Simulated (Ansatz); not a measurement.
MgO (space group Fm-3m, No. 225). Coordinates: the input geometry of an electronic-structure calculation (not necessarily at equilibrium).

Space group Fm-3m (No. 225). a = 4.297 Å, b = 4.297 Å, c = 4.297 Å, α = 90.00°, β = 90.00°, γ = 90.00°

| atom | site | symmetry | x | y | z |
| --- | --- | --- | --- | --- | --- |
| Mg | 4a | m-3m | 0.0000 | 0.0000 | 0.0000 |
| O | 4b | m-3m | 0.5000 | 0.0000 | 0.0000 |

Describe how the polyhedra about Mg are linked (bonds: Mg–O below 2.4 Å).

Mg: MgO6 octahedron, sharing corners with six neighbours and edges with twelve neighbours.

They form a three-dimensional framework of corner- and edge-sharing octahedra.

Centre to centre across a shared corner: 4.30 Å; across a shared edge: 3.04 Å.

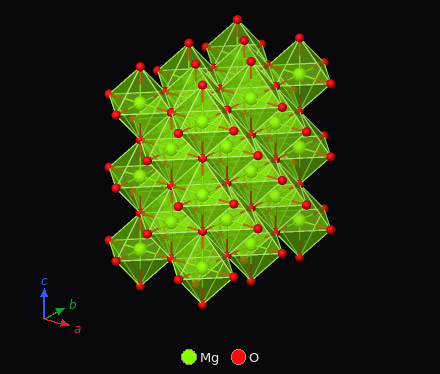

Polyhedra are drawn about Mg (bonds: Mg–O below 2.4 Å); other atoms are plain spheres.
